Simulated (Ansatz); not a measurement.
**O2F (SMILES [O]OF) at RPA@PBE/STO-3G**

What is the electronic atomisation energy of O2F at RPA@PBE/STO-3G? 

The calculation is run with Ansatz 0.2.0.

46 further runs of the same task are left out: 12 that didn't finish, 34 set aside as unsound or not needed.

## Step 1: The system as given

O2F: 3 atoms, total charge 0, spin state doublet. SMILES: `[O]OF`. Geometry: relaxed at GFN2-xTB.

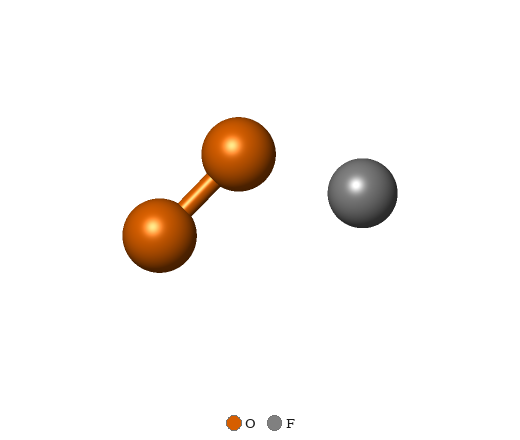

Viewed from a chosen angle; oxygen orange, fluorine grey.

## Step 2: The energy at RPA@PBE/STO-3G

File molecule.yaml:

```yaml
crystal:
  periodic: [false, false, false]
  atoms:
    - {symbol: O, position_ang: [0.949760, -0.292600, 0.491570]}
    - {symbol: O, position_ang: [0.124690, 0.486900, 0.122000]}
    - {symbol: F, position_ang: [-1.074440, -0.194290, -0.613560]}
basis:
  gaussian:
    orbitals: STO-3G
correlation:
  method: rpa
  frozen_orbitals: {F: 1, O: 1}
hamiltonian:
  xc: pbe
accuracy: high
magnetization:
  spin_polarized: true
  initial_magnetization: 1
```

On the command line:

```console
$ ansatz run molecule.yaml --threads 1 --pin off --max-ram 2610MiB --events-out events.jsonl --progress --plain --runs-dir runs
```

The program printed:

```text
Warning: RAYON_NUM_THREADS=1 ignored (pool sized by the plan → 1); use --threads N
Functional definition: PBE
  name "PBE"
  parameter kappa = 0.804
  parameter beta = 0.06672455060314922
  exchange = pbe_x(kappa = kappa, mu = beta*pi^2/3)
  correlation = pbe_c(beta = beta)
250 factors; integrals over basis functions are off by at most 3.6e-8 eV
mean field evaluation 1: about -6701.6964 eV, gradient 2.0e1 eV
mean field evaluation 2: about -6701.6397 eV, gradient 2.0e1 eV
mean field evaluation 4: about -6680.6203 eV, gradient 5.9e1 eV
mean field evaluation 8: about -6703.9530 eV, gradient 1.7e0 eV
mean field evaluation 16: about -6703.9730 eV, gradient 3.0e-5 eV
mean field evaluation 32: about -6680.4538 eV, gradient 1.8e1 eV
mean field -6703.97303559 eV, -246.3664649419 hartree, gradient 1.9e-8 eV, S^2 0.752871; 0 other end points of the search recorded, 0 dependent functions left out
3 core orbitals not correlated: weight in the atoms' cores, before any rotation towards them, 1.000 or more for the frozen orbitals, at most 0.000 for the correlated occupied ones
reference -6680.15344350 eV, -245.4911110780 hartree; 10, 9 occupied and 2, 3 virtual orbitals, 250 factors
Total energy: -6688.38968798 eV, -245.7937874799 hartree
```

It took 1.2 s on 1 thread of Arm Neoverse V2, shared host; peak memory 0.11 GiB.

## Step 3: The F atom at the same level

File in.yaml:

```yaml
crystal:
  periodic: [false, false, false]
  atoms:
    - {symbol: F, position_ang: [0.000000, 0.000000, 0.000000]}
basis:
  gaussian:
    orbitals: STO-3G
magnetization:
  spin_polarized: true
  initial_magnetization: 1
hamiltonian:
  xc: pbe
correlation:
  method: rpa
  frozen_orbitals: {F: 1}
accuracy: high
```

Run the same way, it converges to -98.01752 Eh (log not shown).

## Step 4: The O atom

File input.yaml:

```yaml
crystal:
  periodic: [false, false, false]
  atoms:
    - {symbol: O, position_ang: [0.000000, 0.000000, 0.000000]}
basis:
  gaussian: {orbitals: STO-3G}
magnetization: {spin_polarized: true, initial_magnetization: 2}
hamiltonian: {xc: pbe}
correlation: {method: rpa, frozen_orbitals: {O: 1}}
accuracy: high
```

Run the same way, it converges to -73.83858 Eh (log not shown).

## Step 5: Results

Level: RPA@PBE/STO-3G, 3 core orbitals frozen.

| quantity | value |
| --- | --- |
| molecule: total energy | -245.79379 Eh |
| molecule: RPA correlation energy (valence) | -302.7 mEh |
| molecule: ⟨S²⟩ of the reference determinant | 0.753 |
| F atom: total energy | -98.01752 Eh |
| F atom: RPA correlation energy (valence) | -31.0 mEh |
| F atom: ⟨S²⟩ of the reference determinant | 0.750 |
| O atom: total energy | -73.83858 Eh |
| O atom: RPA correlation energy (valence) | -34.4 mEh |
| O atom: ⟨S²⟩ of the reference determinant | 2.000 |
| electronic atomisation energy | 2.697 eV |

Taking the molecule apart into free atoms costs 2.70 eV (260 kJ/mol), before zero-point energy and without spin-orbit coupling. In a minimal basis such a difference can be off by several eV, whatever the method.
